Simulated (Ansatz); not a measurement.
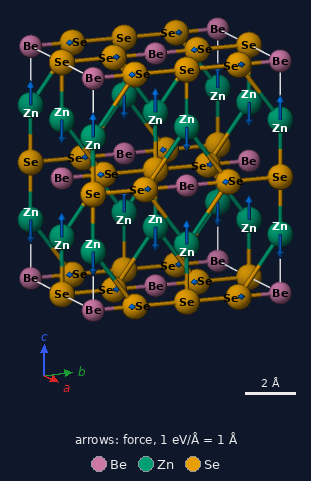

Starting geometry of solid BeZn₂Se₃ (a generated structure, set up in Fmmm) (coarse preliminary run) with the computed forces as blue arrows. Style: ball-and-stick. Shown: the conventional cell (4 times the calculation's cell), slightly off an axis. Lengths and directions refer to the drawn axes.

The calculation used DFT PBE, scalar-relativistic, plane waves, PAW in Ansatz. (plane-wave cutoff 420 eV; k-point mesh 4 × 4 × 4; occupations gaussian; smearing width 0.1 eV; no spin polarisation; cell and atoms relaxed; force threshold 0.04 eV/Å; at most 70 steps)

> Is this structure relaxed? If not, where do the atoms go?

It isn't relaxed: the largest force vector, on Zn atoms, is 1.04 eV/Å. The final displacements follow the starting forces only in part (cosine between the two patterns 0.38). The energy falls by 504 meV per atom in 19 accepted moves (22 points after the start). The largest force component goes from 1 to 0.0091 eV/Å. The pressure goes from 16.14 to 0.01 GPa. At 3 points the geometry stayed and the basis and grid were re-selected for the new cell (energy shift of 35.9 meV per atom at most each time). The largest moves relative to the cell, 0.80 Å, are those of Se atoms. Largest moves by element: Se 0.80 Å, Zn 0.09 Å. Be stays in place. Cell: a 6.444 → 9.495 Å (+47.4 %), b 8.224 → 12.338 Å (+50.0 %), c 9.616 → 8.661 Å (−9.9 %). Volume +99.1 %. Near-neighbour distances that change, for instance: Se–Se 3.252 → 5.261 Å, Se–Se 2.278 → 4.218 Å, Be–Zn 2.432 → 2.099 Å, Se–Zn 3.046 → 2.865 Å. Bonds break: Se–Se (2.28 → 4.22 Å). The space group stays Fmmm (No. 69). The run took 3.9 min on 1 thread of Intel(R) Xeon(R) Processor @ 2.70GHz (shared host), peak memory 0.61 GiB.
